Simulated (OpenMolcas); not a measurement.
# A workflow on CH7AlSi (SMILES [CH3][AlH][SiH3])

Aim: the energy (HF/ANO-R0), then a single-point energy (CASSCF(2,2)/ANO-R1), then an energy scan (CASPT2(2,2)/ANO-R1), then an energy scan (SC-NEVPT2(2,2)/ANO-R1), then an energy scan (MC-PDFT[tPBE](2,2)/ANO-R1) of CH7AlSi. 

The results are computed with OpenMolcas 26.06.

**1. Starting point**

CH7AlSi: 10 atoms, total charge 0, spin state singlet. As SMILES, `[CH3][AlH][SiH3]`. Geometry: relaxed at PBE0-D4/def2-TZVP.

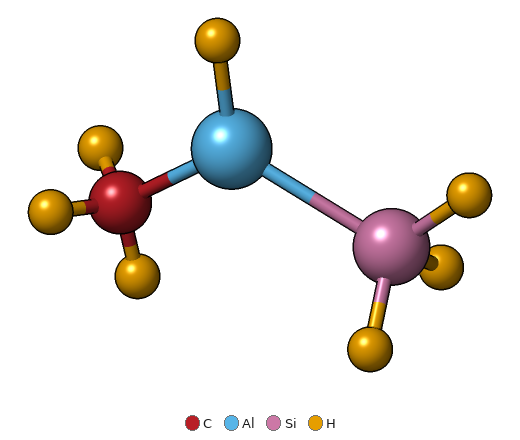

Viewed from a chosen angle; carbon red, aluminium blue, silicon pink, hydrogen amber.

**2. The energy at HF/ANO-R0 (sfX2C) (run 1)**

File struct.xyz:

```xyz
10

C     -1.428400     0.967200    -0.792400
Al     0.409100     0.309500    -0.720900
Si     1.161700    -1.107300     1.145400
H     -1.909200     0.659300    -1.727500
H     -2.050600     0.624100     0.036600
H     -1.438000     2.063000    -0.790400
H      1.416900     0.709200    -1.887700
H      0.334900    -2.347600     1.241000
H      1.000200    -0.395000     2.448500
H      2.586600    -1.533600     1.050400
```

File step1.input:

```
&GATEWAY
  COORD = struct.xyz
  BASIS = ANO-R0
  GROUP = NoSym

&SEWARD

&SCF
  PRORBITALS = 0

&LOCALISATION
  OCCUPIED
  FREEZE
  PIPEK-MEZEY

&LOCALISATION
  FILEORB = $Project.LocOrb
  VIRTUAL
  PIPEK-MEZEY
```

Command:

```
$ export MOLCAS_MEM=1860
$ pymolcas step1.input > step1.log
```

What it wrote:

```text
--- Start Module: gateway ---
[...]
--- Stop Module: gateway /rc=_RC_ALL_IS_WELL_ ---
[...]
      Basis functions           30
[...]
       Convergence after   9 Iterations
[...]
::    Total SCF energy                               -573.2230019241
[...]
      Total spin, S                                     0.0000000000
[...]
      Total electronic charge=   40.000000
      Total            charge=   -0.000000
[...]
      Dipole Moment (debye):
      Origin of the operator (angstrom)=    0.3559   -0.1519    0.0467
                   X= -1.8587E+00               Y=  8.6741E-01               Z= -4.3197E-01           Total=  2.0961E+00
      Quadrupole Moment (debye*angstrom):
[...]
--- Start Module: localisation ---
[...]
--- Stop Module: localisation /rc=_RC_ALL_IS_WELL_ ---
--- Start Module: localisation ---
[...]
--- Stop Module: localisation /rc=_RC_ALL_IS_WELL_ ---
[...]
```

Wall time 4.5 s (1 thread of Intel Xeon Platinum 8259CL at 2.50GHz (Skylake/Cascade Lake), shared host); peak memory 0.38 GiB.

**3. The energy at CASSCF(2,2)/ANO-R1 (sfX2C, RICD fitting) (run 2)**

struct.xyz is that of step 2.

File step2.inp:

```
&gateway
 coord=struct.xyz
 basis=ANO-R0
 group=NoSym

&seward

&rasscf
 fileorb=$CurrDir/step1.LocOrb
 alter=2
 1 19 20
 1 21 29
 spin=1
 nactel=2 0 0
 inactive=19
 ras2=2
 orblisting=Nothing
>>> COPY $Project.RunFile RUNFIL1
>>> COPY $Project.RasOrb INPORB

&gateway
 coord=struct.xyz
 basis=ANO-R1
 group=NoSym
 ricd

&seward
>>> COPY $Project.RunFile RUNFIL2

&expbas

&rasscf
 fileorb=$Project.ExpOrb
 spin=1
 nactel=2 0 0
 inactive=19
 ras2=2
 orblisting=Nothing
```

Command:

```
$ export MOLCAS_MEM=1860
$ pymolcas step2.inp > step2.log
```

What it wrote:

```text
--- Start Module: gateway ---
[...]
--- Stop Module: gateway /rc=_RC_ALL_IS_WELL_ ---
[...]
      Basis functions           30
[...]
      Number of active orbitals                  2
[...]
      Spin quantum number                      0.0
[...]
      Active orbitals                            2
[...]
      Number of CSFs                             3
[...]
      Number of root(s) required                 1
[...]
      Convergence after 11 iterations
[...]
      printout of CI-coefficients larger than  0.05 for root  1
      energy=    -573.234522
      conf/sym  11     Coeff  Weight
             1  20   0.99428 0.98859
             3  02  -0.10680 0.01141
      Natural orbitals and occupation numbers for root  1
      sym 1:   1.977187   0.022813
      ************************************************************************************************************************
      *                                                    Final results                                                     *
[...]
::    RASSCF root number  1 Total energy:   -573.23452240
[...]
      Basis functions           85
[...]
--- Start Module: expbas ---
[...]
--- Stop Module: expbas /rc=_RC_ALL_IS_WELL_ ---
--- Start Module: rasscf ---
[...]
      Convergence after 14 iterations
[...]
      Natural orbitals and occupation numbers for root  1
      sym 1:   1.979587   0.020413
      ************************************************************************************************************************
      *                                                    Final results                                                     *
[...]
::    RASSCF root number  1 Total energy:   -573.85289047
[...]
      Total electronic charge=   40.000000
      Total            charge=   -0.000000
[...]
      Dipole Moment (debye):
      Origin of the operator (angstrom)=    0.3559   -0.1519    0.0467
                   X= -8.0240E-01               Y=  4.6616E-01               Z= -3.3109E-01           Total=  9.8528E-01
      Quadrupole Moment (debye*angstrom):
[...]
--- Stop Module: rasscf /rc=_RC_ALL_IS_WELL_ ---
[...]
```

It took 13 s on 1 thread of Intel Xeon Platinum 8259CL at 2.50GHz (Skylake/Cascade Lake), shared host; peak memory 0.38 GiB.

**4. An energy scan at CASPT2(2,2)/ANO-R1 (sfX2C, RICD fitting, ipea shift 0.25 Eh, pt2 variant SS) (run 3)**

File step3.inp:

```
* CH7AlSi CASPT2
>>> EXPORT MOLCAS_PRINT=2
>>> COPY $CurrDir/step2.RasOrb $Project.RasOrb
>>> ForEach K in (1, 2, 3, 4, 5, 6, 7, 8, 9)

&gateway
  coord=$CurrDir/point$K.xyz
  basis=ANO-R1
  group=NoSym
  ricd

&seward

&rasscf
  fileorb=$Project.RasOrb
  spin=1
  nactel=2 0 0
  inactive=19
  ras2=2
  orblisting=Nothing

&caspt2
  imaginary=0.2
  frozen=11
>>> EndDo
```

Command:

```
$ export MOLCAS_MEM=1860
$ pymolcas step3.inp > step3.log
```

What it wrote:

```text
[...]
      Basis functions           85
[...]
      Number of active orbitals                  2
[...]
      Spin quantum number                      0.0
[...]
      Active orbitals                            2
[...]
      Number of CSFs                             3
[...]
      Number of root(s) required                 1
[...]
      Convergence after 10 iterations
[...]
      Natural orbitals and occupation numbers for root  1
      sym 1:   1.985147   0.014853
      ************************************************************************************************************************
      *                                                    Final results                                                     *
[...]
::    RASSCF root number  1 Total energy:   -573.83442951
[...]
::    CASPT2 Root  1     Total energy:   -574.13686288
[...]
      Convergence after 10 iterations
[...]
      Natural orbitals and occupation numbers for root  1
      sym 1:   1.979585   0.020415
      ************************************************************************************************************************
      *                                                    Final results                                                     *
[...]
      Convergence after 11 iterations
[...]
      Natural orbitals and occupation numbers for root  1
      sym 1:   1.705546   0.294454
      ************************************************************************************************************************
      *                                                    Final results                                                     *
[...]
      Convergence after 10 iterations
[...]
      Natural orbitals and occupation numbers for root  1
      sym 1:   1.447606   0.552394
      ************************************************************************************************************************
      *                                                    Final results                                                     *
[...]
      Convergence after 10 iterations
[...]
      Natural orbitals and occupation numbers for root  1
      sym 1:   1.199446   0.800554
      ************************************************************************************************************************
      *                                                    Final results                                                     *
[...]
::    RASSCF root number  1 Total energy:   -573.73797198
[...]
::    CASPT2 Root  1     Total energy:   -574.01753060
[...]
      Convergence after  9 iterations
[...]
::    RASSCF root number  1 Total energy:   -573.73634581
[...]
::    CASPT2 Root  1     Total energy:   -574.01529465
[...]
```

It took 87 s on 1 thread of Intel Xeon Platinum 8259CL at 2.50GHz (Skylake/Cascade Lake), shared host; peak memory 0.088 GiB.

The scan, from its lowest point:

| Al2–C1 (Å) | energy (kJ/mol) |
| --- | --- |
| 1.758 | 41.3 |
| 1.953 | 0.0 |
| 2.148 | 16.5 |
| 2.441 | 82.3 |
| 2.832 | 180.6 |
| 3.320 | 273.4 |
| 3.906 | 331.0 |
| 4.687 | 354.7 |
| 5.859 | 360.5 |

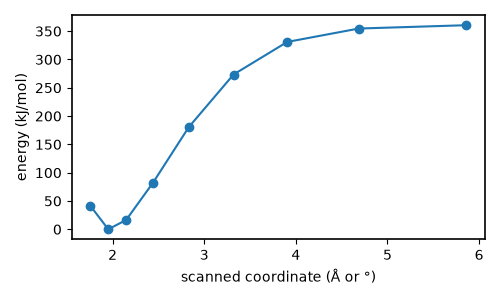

Energy along the scan.

**5. An energy scan at SC-NEVPT2(2,2)/ANO-R1 (sfX2C, RICD fitting, pt2 variant SC-NEVPT2) (run 4)**

File step4.input:

```
* CH7AlSi NEVPT2
>>> EXPORT MOLCAS_PRINT=2
>>> COPY $CurrDir/step2.RasOrb $Project.RasOrb
>>> ForEach K in (1, 2, 3, 4, 5, 6, 7, 8, 9)
&GATEWAY
Coord
$CurrDir/point$K.xyz
Basis
ANO-R1
Group
NoSym
RICD
&SEWARD
&RASSCF
FileOrb
$Project.RasOrb
Spin
1
Nactel
2 0 0
Inactive
19
Ras2
2
OrbListing
Nothing
&CASPT2
SC-NEVPT2
Frozen
11
>>> EndDo
```

Command:

```
$ export MOLCAS_MEM=1860
$ pymolcas step4.input > step4.log
```

What it wrote:

```text
[...]
      Basis functions           85
[...]
      Number of active orbitals                  2
[...]
      Spin quantum number                      0.0
[...]
      Active orbitals                            2
[...]
      Number of CSFs                             3
[...]
      Number of root(s) required                 1
[...]
      Convergence after 10 iterations
[...]
      printout of CI-coefficients larger than  0.05 for root  1
      energy=    -573.834430
      conf/sym  11     Coeff  Weight
             1  20   0.99628 0.99257
             3  02  -0.08618 0.00743
      Natural orbitals and occupation numbers for root  1
      sym 1:   1.985147   0.014853
      ************************************************************************************************************************
      *                                                    Final results                                                     *
[...]
::    RASSCF root number  1 Total energy:   -573.83442951
[...]
      E2 (Variational):          -0.3004697690
[...]
::    SC-NEVPT2 Root  1     Total energy:   -574.13479359
[...]
      Convergence after 10 iterations
[...]
      Natural orbitals and occupation numbers for root  1
      sym 1:   1.979585   0.020415
      ************************************************************************************************************************
      *                                                    Final results                                                     *
[...]
      Convergence after 11 iterations
[...]
      Natural orbitals and occupation numbers for root  1
      sym 1:   1.705546   0.294454
      ************************************************************************************************************************
      *                                                    Final results                                                     *
[...]
      Convergence after 10 iterations
[...]
      Natural orbitals and occupation numbers for root  1
      sym 1:   1.447606   0.552394
      ************************************************************************************************************************
      *                                                    Final results                                                     *
[...]
      Convergence after 10 iterations
[...]
::    RASSCF root number  1 Total energy:   -573.73797198
[...]
::    SC-NEVPT2 Root  1     Total energy:   -574.01518876
[...]
      Convergence after  9 iterations
[...]
::    RASSCF root number  1 Total energy:   -573.73634581
[...]
      E2 (Variational):          -0.2766557095
[...]
      Reference weight:           0.89325
[...]
::    SC-NEVPT2 Root  1     Total energy:   -574.01300152
[...]
```

It took 83 s on 1 thread of Intel Xeon Platinum 8259CL at 2.50GHz (Skylake/Cascade Lake), shared host; peak memory 0.088 GiB.

The scan, from its lowest point:

| Al2–C1 (Å) | energy (kJ/mol) |
| --- | --- |
| 1.758 | 42.7 |
| 1.953 | 0.0 |
| 2.148 | 15.0 |
| 2.441 | 79.5 |
| 2.832 | 178.7 |
| 3.320 | 274.5 |
| 3.906 | 333.3 |
| 4.687 | 356.7 |
| 5.859 | 362.4 |

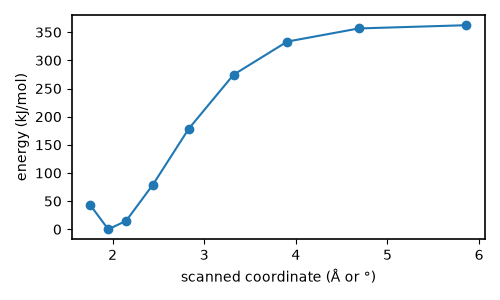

Energy along the scan.

**6. An energy scan at MC-PDFT[tPBE](2,2)/ANO-R1 (sfX2C, RICD fitting) (run 5)**

File step5.input:

```
>>> COPY $CurrDir/step2.RasOrb $Project.RasOrb
>>> ForEach K in (1, 2, 3, 4, 5, 6, 7, 8, 9)

&GATEWAY
  COORD
  $CurrDir/point$K.xyz
  BASIS
  ANO-R1
  GROUP
  NoSym
  RICD

&SEWARD

&RASSCF
  FILEORB
  $Project.RasOrb
  SPIN
  1
  NACTEL
  2 0 0
  INACTIVE
  19
  RAS2
  2
  ORBLISTING
  Nothing

&MCPDFT
  KSDFT
  T:PBE
>>> EndDo
```

Command:

```
$ export MOLCAS_MEM=1860
$ pymolcas step5.input > step5.log
```

What it wrote:

```text
--- Start Module: gateway ---
[...]
      Basis functions           85
[...]
      Number of active orbitals                  2
[...]
      Spin quantum number                      0.0
[...]
      Active orbitals                            2
[...]
      Number of CSFs                             3
[...]
      Number of root(s) required                 1
[...]
      Convergence after 10 iterations
[...]
      printout of CI-coefficients larger than  0.05 for root  1
      energy=    -573.834430
      conf/sym  11     Coeff  Weight
             1  20   0.99628 0.99257
             3  02  -0.08618 0.00743
      Natural orbitals and occupation numbers for root  1
      sym 1:   1.985147   0.014853
      ************************************************************************************************************************
      *                                                    Final results                                                     *
[...]
::    RASSCF root number  1 Total energy:   -573.83442951
[...]
::    MCPDFT root number  1 Total energy:   -574.90173110
[...]
      Convergence after 10 iterations
[...]
      Natural orbitals and occupation numbers for root  1
      sym 1:   1.979585   0.020415
      ************************************************************************************************************************
      *                                                    Final results                                                     *
[...]
      Convergence after 11 iterations
[...]
      Natural orbitals and occupation numbers for root  1
      sym 1:   1.705546   0.294454
      ************************************************************************************************************************
      *                                                    Final results                                                     *
[...]
      Convergence after 10 iterations
[...]
      Natural orbitals and occupation numbers for root  1
      sym 1:   1.447606   0.552394
      ************************************************************************************************************************
      *                                                    Final results                                                     *
[...]
      Convergence after 10 iterations
[...]
::    RASSCF root number  1 Total energy:   -573.73797198
[...]
::    MCPDFT root number  1 Total energy:   -574.77448639
[...]
      Convergence after  9 iterations
[...]
::    RASSCF root number  1 Total energy:   -573.73634581
[...]
      Total electronic charge=   40.000000
      Total            charge=   -0.000000
[...]
::    MCPDFT root number  1 Total energy:   -574.77253760
[...]
```

Wall time 95 s (1 thread of Intel Xeon Platinum 8259CL at 2.50GHz (Skylake/Cascade Lake), shared host); peak memory 0.088 GiB.

The scan, from its lowest point:

| Al2–C1 (Å) | energy (kJ/mol) |
| --- | --- |
| 1.758 | 39.5 |
| 1.953 | 0.0 |
| 2.148 | 16.5 |
| 2.441 | 81.6 |
| 2.832 | 181.4 |
| 3.320 | 281.4 |
| 3.906 | 347.2 |
| 4.687 | 373.6 |
| 5.859 | 378.7 |

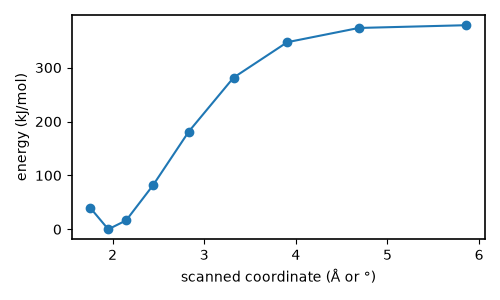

Energy along the scan.

**7. Summary of results**

| quantity | value |
| --- | --- |
| run 1, HF/ANO-R0: total energy | -573.22300 Eh |
| run 1, HF/ANO-R0: dipole moment | 2.10 D |
| run 1, HF/ANO-R0: HOMO energy | -11.83 eV |
| run 1, HF/ANO-R0: LUMO energy | -0.70 eV |
| run 1, HF/ANO-R0: HOMO–LUMO gap | 11.13 eV |
| run 2, CASSCF(2,2)/ANO-R1: total energy | -573.85289 Eh |
| run 2, CASSCF(2,2)/ANO-R1: dipole moment (CASSCF density) | 0.99 D |
| run 3, CASPT2(2,2)/ANO-R1: lowest energy of the scan | -574.15261 Eh |
| run 4, SC-NEVPT2(2,2)/ANO-R1: lowest energy of the scan | -574.15104 Eh |
| run 5, MC-PDFT[tPBE](2,2)/ANO-R1: lowest energy of the scan | -574.91678 Eh |

Mulliken charges (run 1, HF/ANO-R0) run from -1.10 on C1 to +1.06 on Al2. Mulliken charges (run 2, CASSCF(2,2)/ANO-R1) run from -0.58 on C1 to +0.76 on Al2; they depend strongly on the basis.
